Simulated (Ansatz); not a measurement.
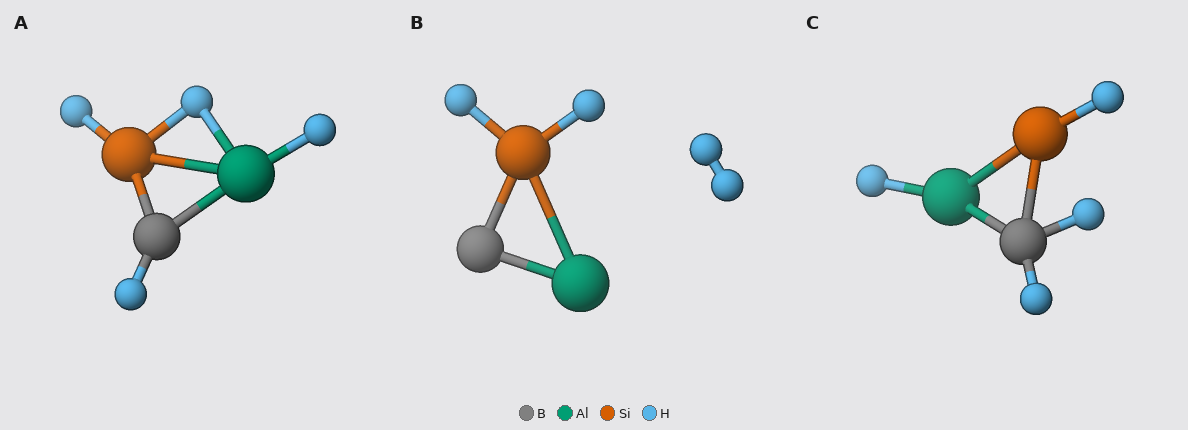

3 stationary structures of one formula. Geometries: PBE-D4/def2-SVP. Electronic energies: PBE-D4/def2-SVP (Ansatz 0.2.0), without zero-point energy. No frequency run is at hand to confirm each as a minimum. Each is one conformer, not always the lowest.

Question: Rank them by energy, lowest first.

Answer: A is lowest (Cs); C lies 34.8 kJ/mol above it (C1), B lies 285.6 kJ/mol above it.
